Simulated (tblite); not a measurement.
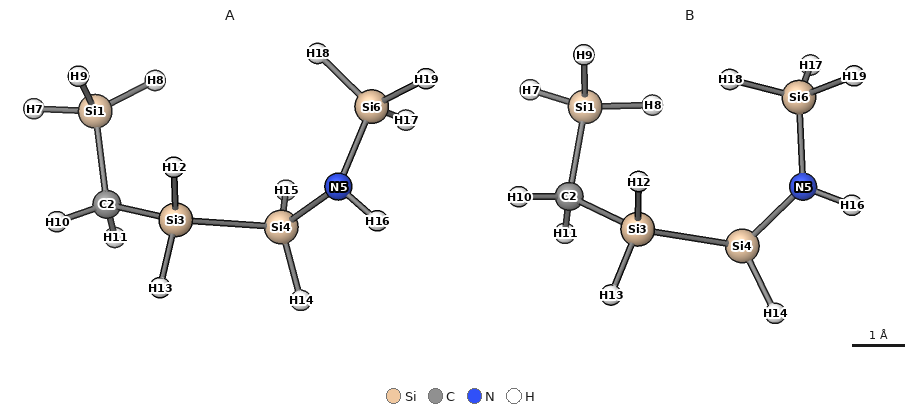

Two geometries of CH13NSi4, drawn at one scale. One is the start of a relaxation, the other its converged end. Style: ball-and-stick. Shown from a free direction.

Level of theory: GFN2-xTB geometry optimisation, gas phase in tblite. 

Which of the two is the end point?

Answer. Structure B is the relaxed one. Over 195 geometry steps the energy falls by 13.9 kcal/mol. H17 moves most after the best rigid fit: 1.51 Å. By element the largest moves are H 1.51 Å, Si 0.66 Å, N 0.64 Å, C 0.27 Å. Near-neighbour distances that change, for instance: Si3–Si4 2.225 → 2.303 Å, N5–Si6 1.789 → 1.730 Å, Si4–N5 1.799 → 1.740 Å, Si1–C2 1.855 → 1.898 Å. Bond angles that change, for instance: Si4–N5–Si6 111.1° → 129.6°, H14–Si4–H15 112.1° → 105.3°, H18–Si6–H19 107.1° → 112.7°. Groups turn about Si3–Si4 by about 30°.
